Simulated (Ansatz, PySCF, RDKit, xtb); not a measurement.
**Which structure has the formula AlNH3OF?**

Only the formula AlNH3OF is given. Aim: find the structure of lowest free energy at 298.15 K, then its properties.

Plan: many cheap relaxations first (GFN2-xTB), then density-functional screening, relaxation at PBE0-D3(BJ)/def2-SVP, vibrations and a final energy. The numbers are computed, not measured.

8 further runs of the same task are left out: 8 set aside as unsound or not needed.

## (1) Candidates

All bonding patterns within simple valence rules are listed by program: one Lewis structure each, at most two rings and one unusual centre or charged pair. O–O, O–halogen and N–halogen bonds and N–N–N chains are not drawn. That gives 8 candidates.

```csv
label,SMILES,spin
c004,O=[NH+][AlH2-][F],singlet
c006,[O-][NH2+][AlH][F],singlet
c434,N[O][AlH][F],singlet
c646,O[NH][AlH][F],singlet
c848,N=[O+][AlH2-][F],singlet
c888,[F][Al@@H-]1[NH][OH+]1,singlet
c891,[F][Al@@H-]1[NH2+][O]1,singlet
c894,[NH2][Al]([OH])[F],singlet
```

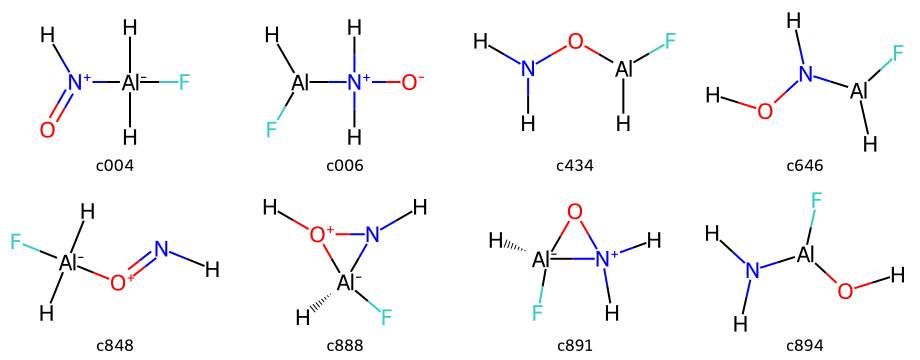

Structural formulas of the candidates.

Candidates are built by distance geometry, with a force field where one applies, in up to four conformers (letters a to d). 15 starts with atoms placed at random are added, to find patterns that the rules miss.

**Question.** With final energies at CCSD(T)/def2-TZVP, which structure will this search put lowest in free energy, and by what margin?

| quantity | value |
| --- | --- |
| lowest structure found | [NH2][Al]([OH])[F], singlet, Cs |
| next finalist | [F][Al@@H-]1[NH2+][O]1, singlet, 69.6 kcal/mol higher in G |
| share at equilibrium, among the finalists | 100.0 % |
| harmonic wavenumbers, lowest and highest (PBE0-D3(BJ)/def2-SVP) | 202 and 4000 cm⁻¹ |
| rotational constants, same geometry | 0.2163, 0.2068, 0.1057 cm⁻¹ |
| dipole moment (PBE0/def2-TZVPD) | 1.00 D |
| HOMO energy (PBE0/def2-TZVPD) | -7.72 eV |
| LUMO energy (PBE0/def2-TZVPD) | -0.86 eV |
| HOMO–LUMO gap (PBE0/def2-TZVPD) | 6.87 eV |
| lowest excitation (TD-B3LYP/def2-SVPD) | 5.44 eV (f = 0.036) |
| strongest of the states computed, same level | 7.10 eV (f = 0.085) |
| lowest triplet excitation, same level, Tamm-Dancoff | 5.12 eV |
| vertical ionisation energy | 10.20 eV |
| vertical electron affinity | -0.30 eV (unbound: the value depends on the basis) |
| vertical triplet less singlet | +5.33 eV |

`[NH2][Al]([OH])[F]` comes out lowest. The margin of 69.6 kcal/mol over the next finalist is beyond the usual error of the last level; it says nothing of structures that weren't ranked. GFN2-xTB, HF/STO-3G, r2SCAN-D4/def2-SVP, PBE0-D3(BJ)/def2-SVP, HF/def2-TZVP and MP2/def2-TZVP already put its bonding pattern lowest among the structures in one piece. Lowest found is not proven lowest: the search is finite, and each finalist counts with one conformer. Patterns outside the rules of the enumeration were met only by chance. The lowest isomer need not be the one that is made and kept in a bottle, which depends on barriers.
